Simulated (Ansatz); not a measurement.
# AlClF2 (SMILES [F][Al]([F])[Cl]): CCSD/def2-SVPD

Aim: the electronic atomisation energy of AlClF2 at CCSD/def2-SVPD, from 4 runs. 

Program for the calculation: Ansatz 0.2.0.

46 further runs of the same task are left out: 46 set aside as unsound or not needed.

## Step 1: The system as given

AlClF2 has 4 atoms, charge 0, and is taken as a singlet. SMILES: `[F][Al]([F])[Cl]`. Geometry: relaxed at PBE0-D4/def2-TZVP.

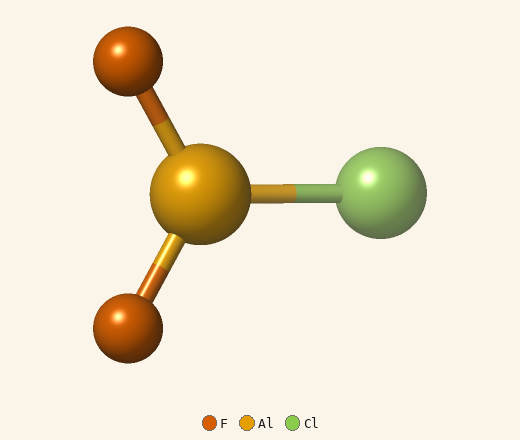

The structure, seen from a chosen angle (fluorine orange, aluminium amber, chlorine green).

## Step 2: The energy at CCSD/def2-SVPD

Input file job.yaml:

```yaml
crystal:
  periodic: [false, false, false]
  atoms:
    - {symbol: F, position_ang: [0.997200, 0.721760, 1.149640]}
    - {symbol: Al, position_ang: [0.069280, -0.050750, 0.053570]}
    - {symbol: F, position_ang: [0.273490, -1.653820, -0.164660]}
    - {symbol: Cl, position_ang: [-1.339980, 0.982810, -1.038560]}
basis:
  gaussian: {orbitals: def2-SVPD}
correlation: {method: ccsd, frozen_orbitals: {Al: 5, Cl: 5, F: 1}}
accuracy: high
scf: {omitted_lower_state_checks: [cluster_reference, increment]}
```

The run is started by

```sh
$ ansatz run job.yaml --threads 1 --pin off --max-ram 3480MiB --events-out events.jsonl --progress --plain --runs-dir runs
```

Output:

```text
Warning: RAYON_NUM_THREADS=1 ignored (pool sized by the plan → 1); use --threads N
[... 12 lines left out ...]
12 core orbitals not correlated: weight in the atoms' cores, before any rotation towards them, 1.000 or more for the frozen orbitals, at most 0.000 for the correlated occupied ones
[... 21 lines left out ...]
Total energy: -24511.27976071 eV, -900.7729168639 hartree
Checks for a lower state left out: cluster_reference, increment
```

Wall time 11 s (1 thread of Arm Neoverse V2, shared host); peak memory 0.56 GiB.

## Step 3: The Al atom at the same level

Input file run.yaml:

```yaml
crystal:
  periodic: [false, false, false]
  atoms:
    - symbol: Al
      position_ang: [0.000000, 0.000000, 0.000000]
basis:
  gaussian:
    orbitals: def2-SVPD
magnetization:
  spin_polarized: true
  initial_magnetization: 1
correlation:
  method: ccsd
  frozen_orbitals: {Al: 5}
accuracy: high
scf:
  omitted_lower_state_checks: [cluster_reference, increment]
```

The run is started by

```sh
$ ansatz run run.yaml --threads 1 --pin off --max-ram 3480MiB --events-out events.jsonl --progress --plain --runs-dir runs
```

Output:

```text
Warning: RAYON_NUM_THREADS=1 ignored (pool sized by the plan → 1); use --threads N
[... 13 lines left out ...]
5 core orbitals not correlated: weight in the atoms' cores, before any rotation towards them, 1.000 or more for the frozen orbitals, at most 0.000 for the correlated occupied ones
[... 21 lines left out ...]
Total energy: -6580.73272782 eV, -241.8374671664 hartree
Checks for a lower state left out: cluster_reference, increment
```

Wall time 0.18 s (1 thread of Arm Neoverse V2, shared host).

## Step 4: The Cl atom, same level

Input file in.yaml:

```yaml
crystal:
  periodic: [false, false, false]
  atoms:
    - {symbol: Cl, position_ang: [0.000000, 0.000000, 0.000000]}
basis:
  gaussian: {orbitals: def2-SVPD}
correlation: {method: ccsd, frozen_orbitals: {Cl: 5}}
magnetization: {spin_polarized: true, initial_magnetization: 1}
accuracy: high
scf: {omitted_lower_state_checks: [cluster_reference, increment]}
```

Run the same way, it converges to -459.46331 Eh (log not shown).

## Step 5: The F atom, same level

Input file input.yaml:

```yaml
crystal:
  periodic: [false, false, false]
  atoms:
    - symbol: F
      position_ang: [0.000000, 0.000000, 0.000000]
basis:
  gaussian: {orbitals: def2-SVPD}
magnetization: {spin_polarized: true, initial_magnetization: 1}
correlation: {method: ccsd, frozen_orbitals: {F: 1}}
accuracy: high
scf: {omitted_lower_state_checks: [cluster_reference, increment]}
```

Run the same way, it converges to -99.44764 Eh (log not shown).

## Step 6: Outcome

Level: CCSD/def2-SVPD, 12 core orbitals frozen.

| quantity | value |
| --- | --- |
| molecule: total energy | -900.77292 Eh |
| molecule: correlation energy (12 core orbitals frozen) | -608.7 mEh |
| molecule: T1 diagnostic | 0.014 |
| Al atom: total energy | -241.83747 Eh |
| Al atom: correlation energy (5 core orbitals frozen) | -46.7 mEh |
| Al atom: ⟨S²⟩ of the reference determinant | 0.767 |
| Al atom: T1 diagnostic | 0.017 |
| Cl atom: total energy | -459.46331 Eh |
| Cl atom: correlation energy (5 core orbitals frozen) | -137.1 mEh |
| Cl atom: ⟨S²⟩ of the reference determinant | 0.757 |
| Cl atom: T1 diagnostic | 0.007 |
| F atom: total energy | -99.44764 Eh |
| F atom: correlation energy (1 core orbital frozen) | -158.0 mEh |
| F atom: ⟨S²⟩ of the reference determinant | 0.754 |
| F atom: T1 diagnostic | 0.010 |
| electronic atomisation energy | 15.697 eV |

Taking the molecule apart into free atoms costs 15.70 eV (1515 kJ/mol), before zero-point energy and without spin-orbit coupling.
